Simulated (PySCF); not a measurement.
# C3H4FNOSi: geometry, spin-spin couplings

Wanted: the spin-spin couplings of C3H4FNOSi (`C=CO[Si@@H](F)C#N`), by calculation.

Programs: PySCF 2.14.0, with density-fitted response routines of our own. Each step states its level of theory. These are calculated values for one molecule in the gas phase, unless marked as measured. Atoms count from 0, in the outputs and in this text.

## 1. The starting structure

11 atoms, charge 0, multiplicity 1; geometry from: GFN2-xTB. The atoms were then displaced at random by about 0.01 Å, so the start is not that level's minimum.

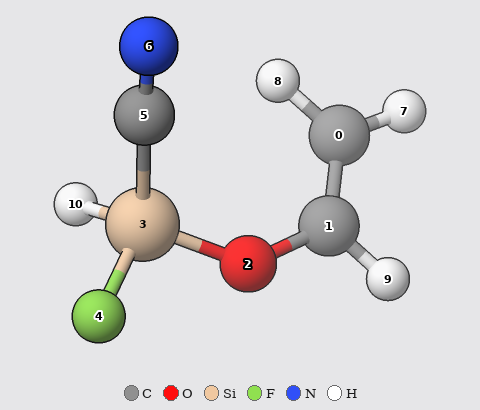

The starting geometry (carbon grey, oxygen red, silicon light orange, fluorine green, nitrogen blue, hydrogen white), atoms numbered.

## 2. Optimising the geometry at PBE0-D3(BJ)/def2-SVP

What the job is given:

```
{"job": {"xc": "PBE0", "basis": "def2-SVP", "d3": "d3bj", "grid": 1, "shake": 0.01, "kind": "geom"}, "charge": 0, "multiplicity": 1}
C      1.734690     0.271420     0.568190
C      1.384440    -0.472510    -0.462780
O      0.130520    -0.618360    -0.980310
Si    -1.267830     0.017520    -0.681870
F     -2.208210    -0.817210    -1.710600
C     -1.899590    -0.376060     1.047260
N     -2.223110    -0.591930     2.123300
H      2.744390     0.357500     0.903670
H      0.975030     0.884580     1.108630
H      2.110670    -1.069610    -0.989100
H     -1.442880     1.428750    -0.942060
```

Launch:

```sh
OMP_NUM_THREADS=1 python probes_run.py task.json out
```

One launch serves the whole session: the jobs run in the order shown.

Log:

```text
step   0  E = -635.23503670  max force = 0.068140
step   1  E = -635.24361759  max force = 0.008207
step   2  E = -635.24396705  max force = 0.002555
step   3  E = -635.24365646  max force = 0.005911
step   4  E = -635.24404536  max force = 0.001717
step   5  E = -635.24408433  max force = 0.000686
step   6  E = -635.24409270  max force = 0.000389
optimisation converged
```

Run time: 44 s. Hardware: 1 thread of Arm Neoverse V1, shared host; peak memory 0.51 GiB.

The steps of the relaxation: (the energy doesn't fall at every step)

```csv
step,energy from step 0 (eV),largest force component (eV/Å)
0,0.0000,3.5039
1,-0.2335,0.4220
2,-0.2430,0.1314
3,-0.2346,0.3040
4,-0.2451,0.0883
5,-0.2462,0.0353
6,-0.2464,0.0200
```

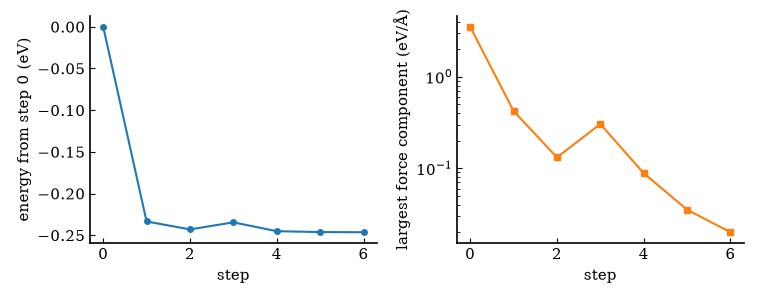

Energy and largest force along the relaxation.

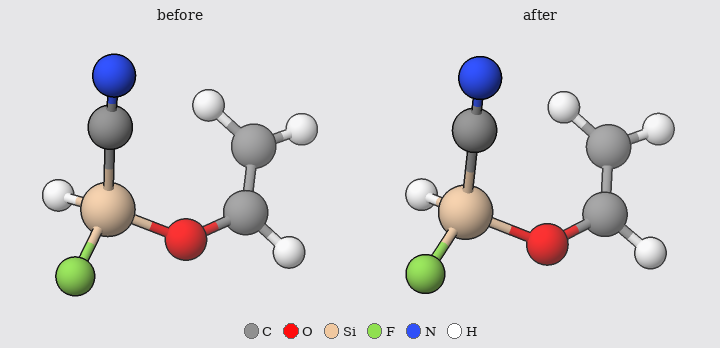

The geometry before (left) and after (right).

Distances of close pairs at the start and the end, largest changes first:

```csv
bond,before (Å),after (Å),change (Å)
O2–Si3,1.565,1.643,+0.078
Si3–C5,1.883,1.852,-0.031
Si3–H10,1.446,1.475,+0.029
C0–H7,1.067,1.090,+0.023
C0–H8,1.116,1.094,-0.022
Si3–F4,1.625,1.604,-0.021
C1–H9,1.077,1.094,+0.016
C5–N6,1.144,1.159,+0.015
```

The next job starts from the end point, and lists it.

| at the end point | value |
| --- | --- |
| point group (found at 0.08 Å tolerance) | C1 |
| rotational constants (GHz, main isotopes) | 2.757, 1.822, 1.187 |
| dipole moment (D) | 2.99 |

## 3. J couplings: B3LYP/cc-pVTZ

What the job is given:

```
{"job": {"kind": "j", "xc": "B3LYP", "basis": "cc-pVTZ"}, "charge": 0, "multiplicity": 1}
C      1.662748     0.306756     0.566674
C      1.380539    -0.487962    -0.464572
O      0.159702    -0.672830    -1.026383
Si    -1.304105     0.000831    -0.704776
F     -2.354086    -0.719222    -1.680349
C     -1.803700    -0.412205     1.029782
N     -2.102422    -0.640286     2.126231
H      2.690061     0.365296     0.927637
H      0.906575     0.900739     1.088268
H      2.144293    -1.087793    -0.967666
H     -1.341380     1.460639    -0.910074
```

Level: B3LYP/cc-pVTZ indirect spin-spin coupling, non-relativistic, gas phase.

Log:

```text
coarse grid: 10600 points
cycle   1  E = -636.1137482454  dE =  8.463e-01  |g| = 9.444e-01  |ddm| = 6.996e+00
cycle   2  E = -635.7425987231  dE =  3.711e-01  |g| = 1.714e+00  |ddm| = 2.800e+00
cycle   3  E = -636.2500462534  dE = -5.074e-01  |g| = 3.178e-01  |ddm| = 1.872e+00
cycle   4  E = -636.2688847120  dE = -1.884e-02  |g| = 1.179e-01  |ddm| = 4.463e-01
cycle   5  E = -636.2714847289  dE = -2.600e-03  |g| = 3.648e-02  |ddm| = 1.515e-01
cycle   6  E = -636.2717482268  dE = -2.635e-04  |g| = 1.204e-02  |ddm| = 5.927e-02
cycle   7  E = -636.2717804144  dE = -3.219e-05  |g| = 3.483e-03  |ddm| = 1.949e-02
cycle   8  E = -636.2717830237  dE = -2.609e-06  |g| = 6.831e-04  |ddm| = 4.933e-03
final grid: 100848 points
cycle   9  E = -636.2697717358  dE = -4.758e-05  |g| = 4.739e-03  |ddm| = 7.392e-02
cycle  10  E = -636.2697687509  dE =  2.985e-06  |g| = 6.213e-03  |ddm| = 1.612e-02
cycle  11  E = -636.2697762380  dE = -7.487e-06  |g| = 1.024e-03  |ddm| = 8.593e-03
cycle  12  E = -636.2697764059  dE = -1.679e-07  |g| = 3.682e-04  |ddm| = 1.671e-03
cycle  13  E = -636.2697764284  dE = -2.248e-08  |g| = 1.929e-04  |ddm| = 5.970e-04
cycle  14  E = -636.2697764349  dE = -6.475e-09  |g| = 6.229e-05  |ddm| = 2.479e-04
cycle  15  E = -636.2697764356  dE = -7.150e-10  |g| = 2.687e-05  |ddm| = 8.842e-05
converged SCF energy = -636.2697764356

Indirect spin-spin couplings (Hz)
  i      j    bonds     total        FC       PSO       DSO        SD
  0 C    1 C    1     93.953   102.300    -8.531     0.183         -
  0 C    2 O    2      4.352     2.411     1.916     0.025         -
  0 C    3 Si   3     -3.462    -3.430     0.037    -0.003    -0.066
  0 C    7 H    1    159.236   157.719     0.931     0.585         -
  0 C    8 H    1    149.365   147.652     1.024     0.690         -
  0 C    9 H    2     10.877    12.058    -0.656    -0.525         -
  1 C    2 O    1     21.816    19.050     2.917    -0.151         -
  1 C    3 Si   2     -0.647    -0.929     0.217     0.042     0.023
  1 C    4 F    3     -0.556    -0.286    -0.338    -0.417     0.484
  1 C    5 C    3     -0.318    -0.322    -0.005     0.009         -
  1 C    7 H    2      5.783     7.349    -1.188    -0.378         -
  1 C    8 H    2     -3.734    -2.217    -1.124    -0.393         -
  1 C    9 H    1    181.591   180.502     0.141     0.949         -
  1 C   10 H    3     -0.538    -0.391     0.014    -0.161         -
  2 O    3 Si   1     -9.114    -2.453    -6.981     0.079     0.241
  2 O    4 F    2     -6.764    -9.529     3.467     0.059    -0.762
  2 O    5 C    2     -2.025    -2.075     0.059    -0.009         -
  2 O    6 N    3     -0.129    -0.038    -0.008    -0.015    -0.068
  2 O    7 H    3     -6.031    -6.513     0.219     0.263         -
  2 O    8 H    3     -3.926    -4.320     0.385     0.010         -
  2 O    9 H    2    -21.680   -21.662    -0.096     0.079         -
  2 O   10 H    2     -7.499    -7.856     0.193     0.164         -
  3 Si   4 F    1    337.770   262.132    82.634    -0.328    -6.668
  3 Si   5 C    1    -90.582   -91.343     1.531    -0.162    -0.608
  3 Si   6 N    2     -1.320    -3.368     1.413    -0.028     0.663
  3 Si   7 H    4      0.377     0.326    -0.181     0.220     0.012
  3 Si   9 H    3    -12.420   -12.241    -0.453     0.358    -0.084
  3 Si  10 H    1   -260.136  -260.720     1.338    -0.477    -0.278
  4 F    5 C    2     16.470    16.387    -0.805    -0.015     0.903
  4 F    6 N    3      0.826     0.294    -0.164     0.121     0.574
  4 F    8 H    5     -1.223    -0.029     0.173    -1.221    -0.145
  4 F    9 H    4     -0.801    -0.234     0.549    -1.174     0.059
  4 F   10 H    2     55.253    59.114    -1.446    -1.488    -0.927
  5 C    6 N    1    -44.660   -39.492     0.957     0.005    -6.130
  5 C    8 H    5      0.362     0.237    -0.298     0.423         -
  5 C    9 H    4      0.623     0.664     0.186    -0.226         -
  5 C   10 H    2     27.313    27.488    -0.111    -0.064         -
  6 N   10 H    3     -1.012    -0.824    -0.314     0.138    -0.012
  7 H    8 H    2     -2.123    -2.092     3.226    -3.257         -
  7 H    9 H    3      5.755     5.929     0.384    -0.558         -
  8 H    9 H    3     12.668    13.462     2.302    -3.097         -
  8 H   10 H    5      0.641     0.344    -0.844     1.141         -
  9 H   10 H    4      0.424     0.801     1.082    -1.459         -
```

It took 65 s on 1 thread of Arm Neoverse V1, shared host; peak memory 1.1 GiB.

The basis is not made for couplings: without tight functions at the nuclei these values are rough.

Beyond four bonds or across contacts, the largest of 1 Hz or more: F4–H8 -1.2 Hz.

A choice of the couplings up to four bonds, sorted by the number of bonds; isotopes 13C, 19F, 1H, 15N, 17O, 29Si:

```csv
pair,bonds,J (Hz),Fermi contact (Hz),dihedral (°)
Si3–F4,1,337.8,262.1,–
Si3–H10,1,-260.1,-260.7,–
C1–H9,1,181.6,180.5,–
C0–H7,1,159.2,157.7,–
C0–H8,1,149.4,147.7,–
C0–C1,1,94.0,102.3,–
Si3–C5,1,-90.6,-91.3,–
C5–N6,1,-44.7,-39.5,–
C1–O2,1,21.8,19.1,–
F4–H10,2,55.3,59.1,–
C5–H10,2,27.3,27.5,–
O2–H9,2,-21.7,-21.7,–
F4–C5,2,16.5,16.4,–
C0–H9,2,10.9,12.1,–
O2–H10,2,-7.5,-7.9,–
O2–F4,2,-6.8,-9.5,–
C1–H7,2,5.8,7.3,–
C0–O2,2,4.4,2.4,–
H8–H9,3,12.7,13.5,-179
Si3–H9,3,-12.4,-12.2,-178
O2–H7,3,-6.0,-6.5,180
H7–H9,3,5.8,5.9,0
O2–H8,3,-3.9,-4.3,1
C0–Si3,3,-3.5,-3.4,2
N6–H10,3,-1.0,-0.8,–
```

The spin-dipole term was solved for some atoms only; pairs without it lack that part.

The response was solved for the nuclei of C, F, H, N, Si alone, so couplings that need other nuclei can be missing.

Quadrupole couplings from the field gradients of the same density:

```
atom  isotope  eQq/h (MHz)     η
  O2      17O       -9.036  0.14
  N6      14N       -5.800  0.02
```

## 4. J couplings: B3LYP/6-31G*

Same as in step 3 but for these lines:

```diff
@@ -1,2 +1,2 @@
-{"job": {"kind": "j", "xc": "B3LYP", "basis": "cc-pVTZ"}, "charge": 0, "multiplicity": 1}
+{"job": {"kind": "j", "xc": "B3LYP", "basis": "6-31G*"}, "charge": 0, "multiplicity": 1}
 C      1.662748     0.306756     0.566674
```

With the program's defaults for keys left out, this is: B3LYP/6-31G* indirect spin-spin coupling, non-relativistic, gas phase.

Log:

```text
coarse grid: 10600 points
cycle   1  E = -635.9846180829  dE =  8.806e-01  |g| = 8.931e-01  |ddm| = 3.397e+00
cycle   2  E = -635.6438668819  dE =  3.408e-01  |g| = 1.597e+00  |ddm| = 1.747e+00
cycle   3  E = -636.1206833246  dE = -4.768e-01  |g| = 3.056e-01  |ddm| = 1.184e+00
cycle   4  E = -636.1398354315  dE = -1.915e-02  |g| = 9.704e-02  |ddm| = 2.421e-01
cycle   5  E = -636.1417011813  dE = -1.866e-03  |g| = 2.874e-02  |ddm| = 7.979e-02
cycle   6  E = -636.1418811910  dE = -1.800e-04  |g| = 1.023e-02  |ddm| = 3.043e-02
cycle   7  E = -636.1419067151  dE = -2.552e-05  |g| = 2.419e-03  |ddm| = 1.009e-02
cycle   8  E = -636.1419080426  dE = -1.328e-06  |g| = 4.962e-04  |ddm| = 2.345e-03
final grid: 100848 points
cycle   9  E = -636.0866892025  dE = -1.113e-05  |g| = 4.503e-03  |ddm| = 1.545e-02
cycle  10  E = -636.0866865514  dE =  2.651e-06  |g| = 5.986e-03  |ddm| = 8.467e-03
cycle  11  E = -636.0866938458  dE = -7.294e-06  |g| = 9.849e-04  |ddm| = 4.725e-03
cycle  12  E = -636.0866940317  dE = -1.860e-07  |g| = 3.249e-04  |ddm| = 8.861e-04
cycle  13  E = -636.0866940523  dE = -2.057e-08  |g| = 1.227e-04  |ddm| = 2.686e-04
cycle  14  E = -636.0866940552  dE = -2.868e-09  |g| = 4.466e-05  |ddm| = 1.061e-04
cycle  15  E = -636.0866940556  dE = -3.939e-10  |g| = 1.563e-05  |ddm| = 4.213e-05
converged SCF energy = -636.0866940556

Indirect spin-spin couplings (Hz)
  i      j    bonds     total        FC       PSO       DSO        SD
  0 C    1 C    1     93.058   100.596    -7.721     0.184         -
  0 C    2 O    2      1.879     0.232     1.623     0.023         -
  0 C    3 Si   3     -2.437    -2.400     0.025    -0.003    -0.059
  0 C    5 C    4      0.153     0.148    -0.034     0.038         -
  0 C    7 H    1    173.861   172.747     0.445     0.670         -
  0 C    8 H    1    168.323   167.009     0.539     0.775         -
  0 C    9 H    2      7.296     8.541    -0.732    -0.514         -
  0 C   10 H    4      0.178     0.212    -0.061     0.027         -
  1 C    2 O    1      5.178     3.084     2.254    -0.160         -
  1 C    3 Si   2     -1.275    -1.544     0.217     0.041     0.012
  1 C    4 F    3      1.003     1.231    -0.281    -0.409     0.461
  1 C    5 C    3     -0.448    -0.451    -0.006     0.010         -
  1 C    7 H    2      2.625     4.122    -1.128    -0.370         -
  1 C    8 H    2     -5.858    -4.316    -1.160    -0.381         -
  1 C    9 H    1    191.780   190.914    -0.162     1.029         -
  1 C   10 H    3     -0.650    -0.469    -0.024    -0.157         -
  2 O    3 Si   1     -2.941     2.605    -5.778     0.081     0.151
  2 O    4 F    2    -16.004   -18.987     3.606     0.054    -0.677
  2 O    5 C    2     -2.642    -2.675     0.043    -0.010         -
  2 O    6 N    3      0.055     0.134    -0.010    -0.014    -0.054
  2 O    7 H    3     -4.784    -5.285     0.246     0.256         -
  2 O    8 H    3     -2.435    -2.825     0.389     0.000         -
  2 O    9 H    2    -19.120   -19.163    -0.023     0.066         -
  2 O   10 H    2     -7.805    -8.147     0.186     0.156         -
  3 Si   4 F    1    256.273   190.260    71.119    -0.371    -4.735
  3 Si   5 C    1    -94.898   -95.381     1.185    -0.164    -0.538
  3 Si   6 N    2     -1.367    -3.212     1.272    -0.027     0.601
  3 Si   7 H    4      0.438     0.339    -0.129     0.216     0.012
  3 Si   8 H    4     -0.214    -0.061     0.044    -0.224     0.028
  3 Si   9 H    3    -10.062   -10.051    -0.274     0.353    -0.090
  3 Si  10 H    1   -276.123  -275.825     0.897    -0.508    -0.687
  4 F    5 C    2     22.134    21.816    -0.547    -0.001     0.866
  4 F    6 N    3     -0.734    -1.223    -0.032     0.118     0.403
  4 F    7 H    5     -0.215     0.536     0.518    -1.239    -0.030
  4 F    8 H    5     -1.121     0.092     0.103    -1.197    -0.120
  4 F    9 H    4     -0.832    -0.133     0.377    -1.151     0.075
  4 F   10 H    2     56.494    59.964    -1.596    -1.394    -0.480
  5 C    6 N    1    -15.642   -12.320     1.913    -0.006    -5.229
  5 C    8 H    5      0.257     0.039    -0.204     0.421         -
  5 C    9 H    4      0.648     0.743     0.127    -0.223         -
  5 C   10 H    2     26.468    26.663    -0.142    -0.053         -
  6 N   10 H    3     -1.082    -0.982    -0.229     0.134    -0.004
  7 H    8 H    2     -5.008    -3.901     2.017    -3.124         -
  7 H    9 H    3      6.323     6.858    -0.022    -0.512         -
  7 H   10 H    5     -0.334     0.046     0.447    -0.827         -
  8 H    9 H    3     12.768    14.365     1.447    -3.045         -
  8 H   10 H    5      0.956     0.453    -0.645     1.147         -
  9 H   10 H    4      0.189     0.907     0.719    -1.438         -
```

Run time: 17 s. Hardware: 1 thread of Arm Neoverse V1, shared host; peak memory 0.61 GiB.

This basis has no tight s functions, so the Fermi-contact terms are rough.

This run: J(Si3,H10) -276.1 Hz, J(Si3,F4) 256.3 Hz, J(C1,H9) 191.8 Hz.

## 5. Comparing the runs: spin-spin couplings

Couplings (Hz), with basis size and wall time:

| run | Si3–F4 | Si3–H10 | C1–H9 | C0–H7 | C0–H8 | C0–C1 | Si3–C5 | functions | time |
| --- | --- | --- | --- | --- | --- | --- | --- | --- | --- |
| B3LYP/cc-pVTZ | 337.8 | -260.1 | 181.6 | 159.2 | 149.4 | 94.0 | -90.6 | 270 | 65 s |
| B3LYP/6-31G* | 256.3 | -276.1 | 191.8 | 173.9 | 168.3 | 93.1 | -94.9 | 110 | 17 s |

## 6. What came out

| quantity | value |
| --- | --- |
| point group | C1 |
| rotational constants (main isotopes) | 2.76, 1.82, 1.19 GHz |
| largest coupling of the table (B3LYP/cc-pVTZ) | 1J(Si,F) Si3–F4, 337.8 Hz |
| range of J(Si3,F4), mean over like pairs | 256.3 to 337.8 Hz |

The start of the PBE0/def2-SVP relaxation was shaken at random by about 0.01 Å, so part of the energy gained, and of the first lengths quoted, undoes that. Over 6 steps the energy fell by 0.246 eV; of the close pairs, O2–Si3 changed most, 1.565 to 1.643 Å. No frequency check was run at this level, so the end point may be a saddle. Of the pairs tabulated at B3LYP/cc-pVTZ, Si3–F4 couples most strongly (337.8 Hz; Fermi contact 262.1 Hz). Couplings across rotatable bonds belong to this one conformer; where others are populated, the observed values are averages. The coupling Si3–F4, as a mean over pairs of its kind, runs from 256.3 Hz (B3LYP/6-31G*) to 337.8 Hz (B3LYP/cc-pVTZ). Couplings from bases without tight functions are rough.
